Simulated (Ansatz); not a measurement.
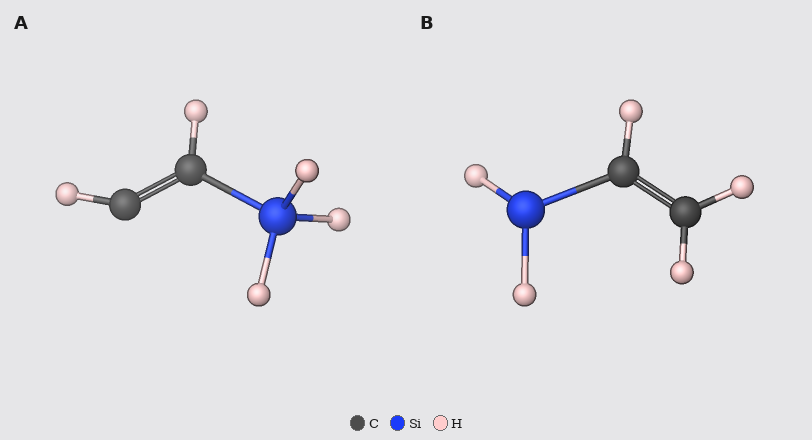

2 stationary structures of one formula. The species is neutral and a spin doublet. Geometries: PBE0-D4/def2-TZVP. Electronic energies: BLYP-D4/def2-TZVPP (Ansatz 0.2.0), without zero-point energy. No frequency run is at hand to confirm each as a minimum.

Question: How are they related?

Answer: They are constitutional isomers of C2H5Si: A `[H]/[C]=C/[SiH3]`, B `C=C[SiH2]`.

Question: Which structure is the most stable?

Answer: B is lowest (C1, a minimum); A lies 91.9 kJ/mol above it (Cs).

Give E(B) − E(A) in kJ/mol at these levels too: ωB97M-V/def2-TZVPP; PBE0-D4/def2-TZVP; UHF-CCSD(T) (frozen core)/def2-SVP; BHLYP-D4/def2-TZVPP; B3LYP-D4/def2-TZVPP; B97M-V/def2-TZVPP; ωB97X-V/def2-TZVPP; CAM-B3LYP-D4/def2-TZVPP.

| level | E(B) − E(A) (kJ/mol) |
| --- | --- |
| ωB97M-V/def2-TZVPP | −85.6 |
| PBE0-D4/def2-TZVP | −94.6 |
| UHF-CCSD(T) (frozen core)/def2-SVP | −90.5 |
| BHLYP-D4/def2-TZVPP | −83.6 |
| B3LYP-D4/def2-TZVPP | −89.7 |
| B97M-V/def2-TZVPP | −91.5 |
| ωB97X-V/def2-TZVPP | −84.3 |
| CAM-B3LYP-D4/def2-TZVPP | −86.6 |

The determinant isn't a pure spin state (⟨S²⟩ up to 0.94).
